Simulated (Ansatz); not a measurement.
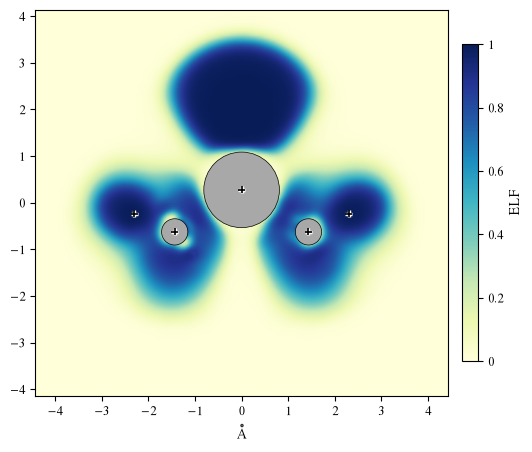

The electron localisation function on a plane through atoms (crosses mark nuclei in the plane; grey discs cover the cores).

The calculation used RKS PBE0-D4/def2-TZVPP in Ansatz 0.2.0.

Candidates:
A. ClGa···HCl
B. AlFH$_{4}$O$_{2}$
C. CH$_{3}$Ga···H$_{2}$O

### Which candidate gave the map?

Candidate B: AlFH$_{4}$O$_{2}$ on the plane of atoms O3, Al1 and O4, which holds Al, O and H. Al–O (1.69 Å): the ELF peaks at about 0.90 in the valence shell of O, 0.6 Å from its nucleus, and is about 0.40 at the midpoint. O–H (0.95 Å): the ELF climbs to about 1 towards the hydrogen, as it does in any bond to H (a covalent bond by its length).
